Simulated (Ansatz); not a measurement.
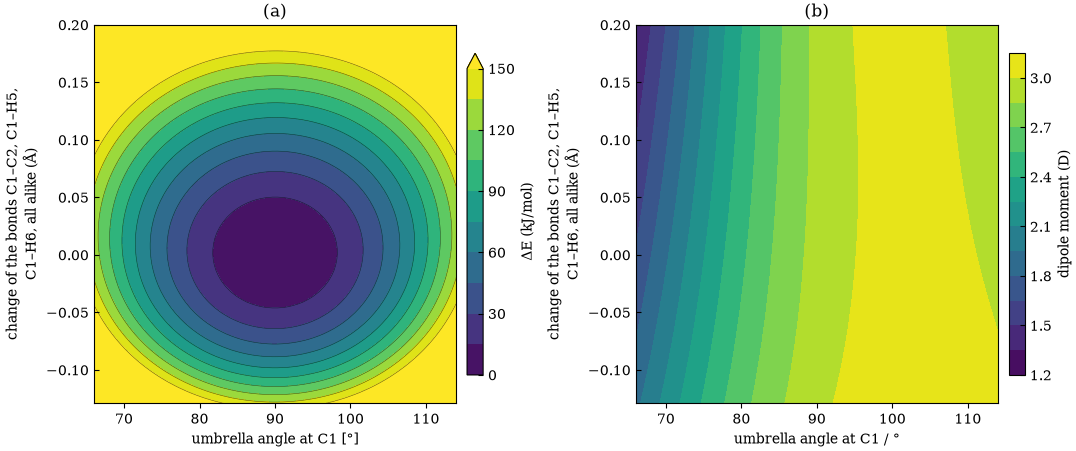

C2H4ClSb, SMILES C=[CH][SbH][Cl]. 
- First axis: umbrella angle at C1 (between each of its bonds and their common axis; 90 is planar). Second axis: change of the bonds C1–C2, C1–H5, C1–H6, all alike.
- Nothing is relaxed (all other coordinates rigid).
- Grid: 11 × 11 points.
- Points are written as (first, second).
- Energies: kJ/mol, counted from the lowest grid point.
- Theory: RKS PBE0-D4/def2-SVP (Ansatz).

Panel (a) is the energy and panel (b) the computed dipole moment on the same grid.

The picture shows filled contours, one colour for all values above the top of the scale. Between grid points the surface is interpolated.

> How does the dipole moment vary over the map, and what is it at the lowest grid point?

Leaving out the highest fifth of the energies, it runs from 1.49 D at (66.0°, 0.101 Å) to 3.09 D at (99.6°, −0.129 Å). At the lowest grid point, (90.0°, 0.002 Å), it is 2.90 D.

```
second ↓, first →  66.0  70.8  75.6  80.4  85.2  90.0  94.8  99.6  104.4  109.2  114.0
            0.200  1.35  1.71  2.08  2.42  2.69  2.88  3.00  3.04   3.03   2.97   2.90
            0.167  1.39  1.75  2.11  2.43  2.69  2.88  3.00  3.04   3.03   2.98   2.91
            0.134  1.44  1.79  2.14  2.45  2.70  2.88  2.99  3.04   3.03   2.99   2.92
            0.101  1.49  1.84  2.17  2.47  2.71  2.88  2.99  3.04   3.03   2.99   2.93
            0.068  1.55  1.88  2.20  2.49  2.72  2.89  2.99  3.04   3.04   3.00   2.94
            0.035  1.60  1.93  2.24  2.51  2.73  2.89  2.99  3.04   3.04   3.01   2.95
            0.002  1.66  1.98  2.27  2.54  2.74  2.90  2.99  3.04   3.05   3.02   2.97
           −0.031  1.72  2.03  2.31  2.56  2.76  2.91  3.00  3.05   3.05   3.03   2.98
           −0.063  1.78  2.08  2.35  2.59  2.78  2.92  3.01  3.06   3.07   3.04   3.00
           −0.096  1.84  2.13  2.40  2.62  2.80  2.94  3.02  3.07   3.08   3.06   3.02
           −0.129  1.91  2.19  2.45  2.66  2.83  2.96  3.04  3.09   3.10   3.08   3.04
```
